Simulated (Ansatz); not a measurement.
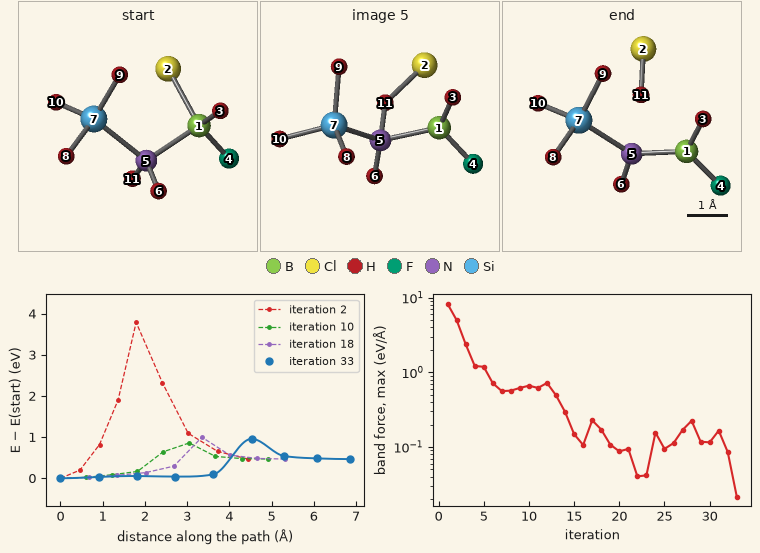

NEB run on BSiNH₆ClF. Images are numbered from 0 (start) to 8 (end). The plot follows the band through its iterations. A ball-and-stick model, seen from a free direction.

All numbers below come from Ansatz, RKS PBE-D4/def2-SVP. Run with 7 movable images; climbing image; force threshold 0.05 eV/Å; iteration limit 60; starting path through a guess of the saddle point.

Q: Judge this run.

A: The run is converged, with reservations. The band converged in 33 iterations. The largest component of the band force went from 8.2 to 0.022 eV/Å. The climbing image converged on the top of the path. Its vibrational analysis gives one imaginary mode (800i cm⁻¹), as a transition state must have. The first iteration put the highest image at 6.64 eV. The energy climbs by 0.96 eV to image 5 and then falls by 0.49 eV, so the end point sits at +0.47 eV.

The run took 3.6 min on 4 threads of AMD EPYC 7R32 (Zen 2), on a shared host, peak memory 0.18 GiB.
